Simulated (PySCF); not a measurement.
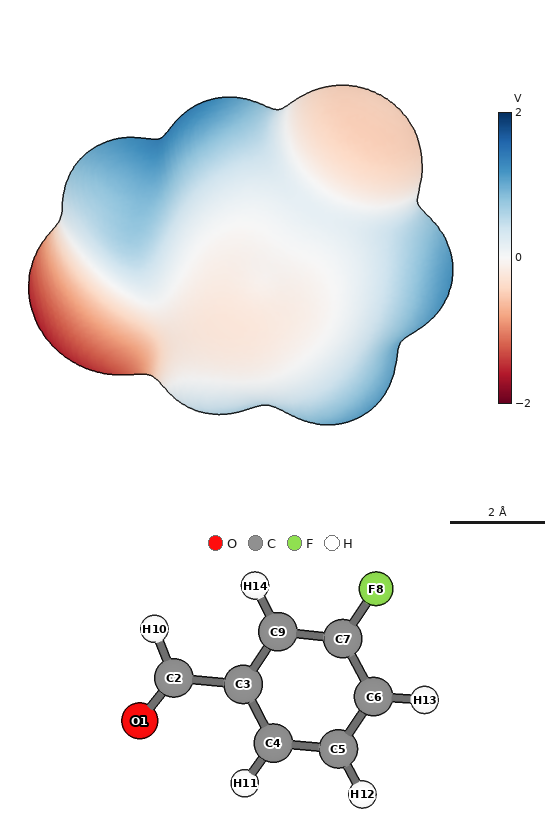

*C₇H₅FO (SMILES O=Cc1cccc(F)c1). The electrostatic potential painted on the density surface at 0.001 e/bohr³, seen at a tilt; the colour scale runs from red (negative) to blue (positive). The bare structure is drawn below in the same view.*

Geometry: PBE0-D3(BJ)/def2-SVP.

All numbers below come from PySCF 2.14.0, wB97X-D/pcSseg-1, SCF density, in a chloroform solvent model, non-relativistic.

```yaml
atoms:
  - { symbol: O, position_ang: [3.1444, -0.0949, -0.6215] }
  - { symbol: C, position_ang: [2.2767, -0.6242, 0.0245] }
  - { symbol: C, position_ang: [0.8500, -0.2243, -0.0026] }
  - { symbol: C, position_ang: [0.4310, 0.8170, -0.8392] }
  - { symbol: C, position_ang: [-0.9080, 1.1898, -0.8546] }
  - { symbol: C, position_ang: [-1.8332, 0.5333, -0.0404] }
  - { symbol: C, position_ang: [-1.3989, -0.4984, 0.7846] }
  - { symbol: F, position_ang: [-2.2795, -1.1237, 1.5620] }
  - { symbol: C, position_ang: [-0.0676, -0.8902, 0.8148] }
  - { symbol: H, position_ang: [2.5056, -1.4792, 0.7114] }
  - { symbol: H, position_ang: [1.1763, 1.3138, -1.4634] }
  - { symbol: H, position_ang: [-1.2455, 2.0004, -1.5042] }
  - { symbol: H, position_ang: [-2.8893, 0.8092, -0.0339] }
  - { symbol: H, position_ang: [0.2434, -1.7050, 1.4733] }
```

Describe the electrostatic potential map.

Answer. The most negative region (about −1.6 V) lies over O1, the most positive (about +1.3 V) over H10 and H14. O1 is the likeliest acceptor of a hydrogen bond.

How polar is the molecule by this calculation?

Answer. Its dipole moment is 2.43 D.
